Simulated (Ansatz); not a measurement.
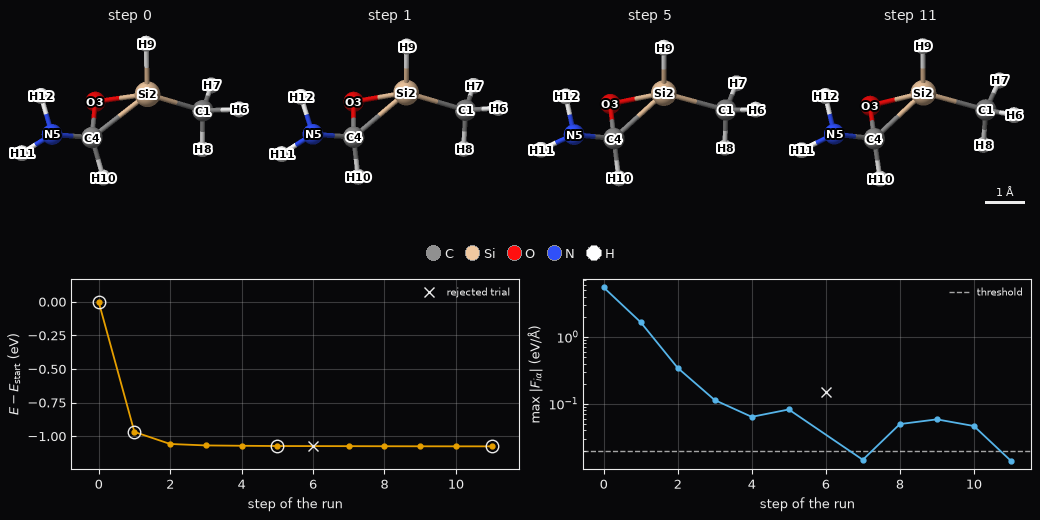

Frames of a relaxation of C$_{2}$H$_{7}$NOSi, marked on the history of the run. The picture is a ball-and-stick view, seen from a free direction.

The run prepares the start of a later molecular dynamics calculation, from a guessed geometry.

Level of theory: Ansatz, RHF/STO-3G. Settings: no spin polarisation; force threshold 0.02 eV/Å; at most 40 steps.

### Describe the path.

H7 moves most after the best rigid fit: 0.31 Å. Largest moves by element: H 0.31 Å, O 0.25 Å, Si 0.20 Å, N 0.09 Å, C 0.09 Å. Some distances before and after: Si2–H9 1.509 → 1.421 Å, O3–C4 1.372 → 1.459 Å, C1–H6 1.170 → 1.083 Å, C1–Si2 1.778 → 1.852 Å. Bond angles that change, for instance: Si2–C4–H10 110.0° → 121.1°, Si2–O3–C4 75.6° → 68.6°, N5–C4–H10 116.5° → 109.7°. The energy falls by 1.075 eV in 10 accepted moves (11 points after the start). Largest force component: 5.5 eV/Å at the start, 0.014 eV/Å at the end. The line search rejected the trial step at point 6 of the run. The forces were under the threshold at step 7, but the run went on from there. The run took 14 s on 1 thread of Arm Neoverse V1 (shared host), peak memory 0.13 GiB. From step 0 to 1: H10 moves most (0.14 Å), energy −0.967 eV. From step 1 to 5: H12 moves most (0.17 Å), energy −0.105 eV. From step 5 to 11: H atoms move most (0.15 Å), energy −0.002 eV.

| step | E − E(0), eV | largest force component, eV/Å | note |
| --- | --- | --- | --- |
| 0 | 0.0000 | 5.4931 |  |
| 1 | -0.9672 | 1.6580 |  |
| 2 | -1.0569 | 0.3439 |  |
| 3 | -1.0678 | 0.1137 |  |
| 4 | -1.0703 | 0.0638 |  |
| 5 | -1.0723 | 0.0822 |  |
| 6 | -1.0706 | 0.1522 | rejected |
| 7 | -1.0732 | 0.0145 |  |
| 8 | -1.0739 | 0.0497 |  |
| 9 | -1.0742 | 0.0585 |  |
| 10 | -1.0745 | 0.0465 |  |
| 11 | -1.0747 | 0.0140 |  |

Limits of the set-up: STO-3G is a minimal basis, so the numbers are rough.
